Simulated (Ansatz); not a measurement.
# BrCl3F2W···H2O: what the fields show

```xyz
10

W    -0.4546    0.5004   -0.5717
O     0.1834   -0.3345    3.2679
H    -0.2180   -1.0563    2.7477
Cl    1.6162    0.8331    0.3782
F    -0.1763    1.9422   -1.7321
Cl   -2.5313    0.1417   -1.5503
F    -0.7764   -0.9509    0.5866
Cl    0.4947   -0.9547   -2.1107
Br   -1.4899    2.0283    1.0843
H    -0.5880    0.2322    3.4591
```

Core potentials replace the inner electrons of W.

These are results of RKS PBE/def2-SVP (Ansatz 0.2.0), not measurements.

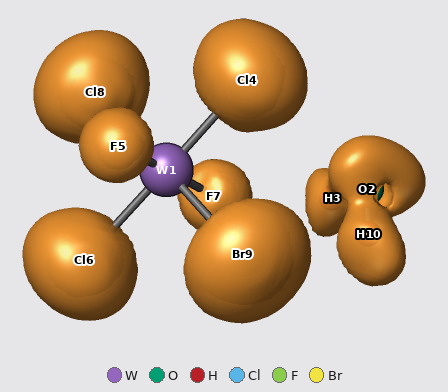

Figure 1. Isosurface of the electron localisation function at 0.8 (orange), seen at a tilt. Only the valence region is drawn (cores and ρ < 0.01 e/Å³ removed).

> Where are the electrons localised?

The ELF exceeds this value in one ring or bowl of non-bonding electrons around Br, three regions wrapped around Cl (the valence shell of each), two regions wrapped around F (the valence shell of each) and one joined region spread over several atoms (H, O), in which their bonds and any lone pairs are merged. Profiles from the grid: F7···H3 (2.23 Å): the ELF dips to about 0.05 between them; by its geometry a hydrogen bond between the two molecules, with no shared pair. W–F (1.87 Å): the ELF peaks at about 0.85 in the valence shell of F, 0.5 Å from its nucleus, and drops to about 0.20 between the two atoms.

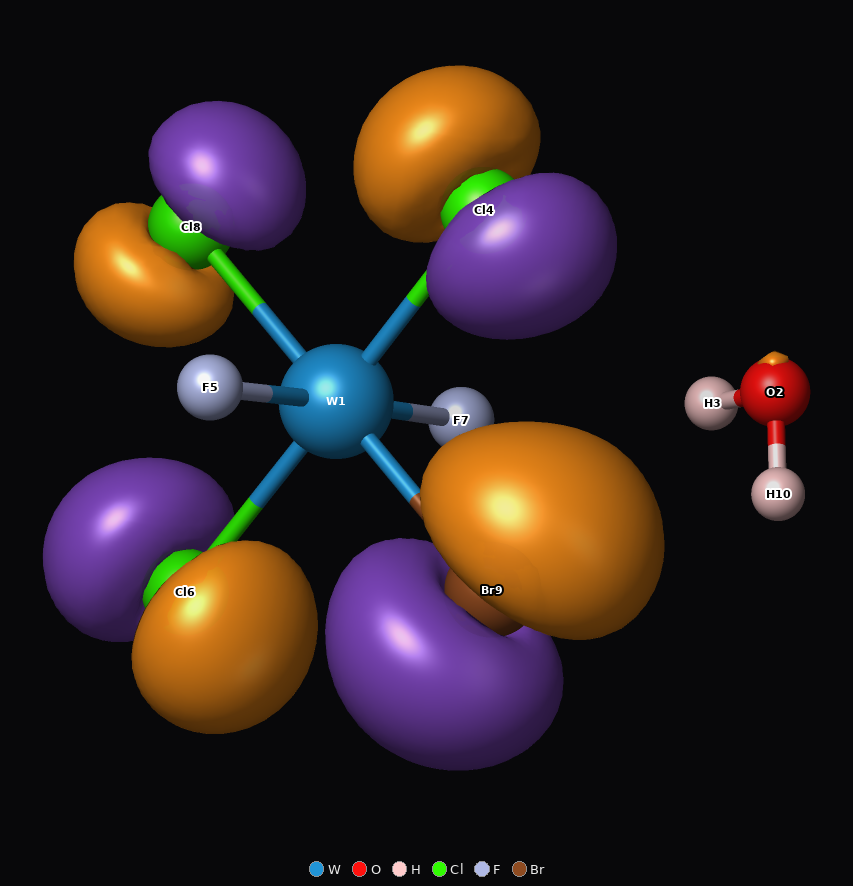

Figure 2. The HOMO−1 at ±0.1 Å⁻³ᐟ² (orange and purple are the two phases), seen at a tilt.

> What is the character of this orbital?

By Hirshfeld shares it lies mainly on Br9 (about 45 %), Cl6 (about 20 %), Cl4 (about 20 %) and Cl8 (about 10 %); largely a combination of lone pairs on Br9, Cl6, Cl4 and Cl8. Its energy is −7.69 eV.

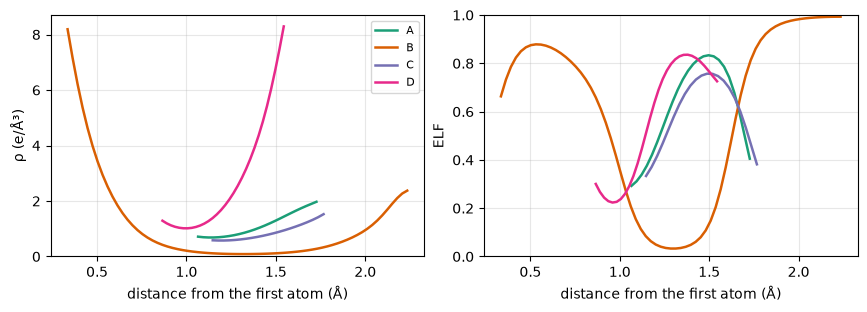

Figure 3. Electron density and ELF along straight lines between neighbouring atoms. The curves leave out the atomic cores.

> Which curve belongs to which contact (F–H, W–Br, W–Cl and W–F)? The first atom named is at distance zero.

Curve A: W–Cl (2.30 Å): ρ is about 0.69 e/Å³ halfway; the ELF peaks at about 0.85 in the valence shell of Cl, 0.8 Å from its nucleus, and is about 0.40 at the midpoint. Curve B: F7···H3 (2.23 Å): the density falls to about 0.09 e/Å³ on the way; the ELF dips to about 0.05 between them (by its geometry a hydrogen bond between the two molecules, with no shared pair). Curve C: W–Br (2.48 Å): the density is about 0.58 e/Å³ at the midpoint; the ELF peaks at about 0.75 in the valence shell of Br, 1.0 Å from its nucleus, and is about 0.45 at the midpoint. Curve D: W–F (1.87 Å): the density is about 1.1 e/Å³ at the midpoint; the ELF peaks at about 0.85 in the valence shell of F, 0.5 Å from its nucleus, and drops to about 0.20 between the two atoms.
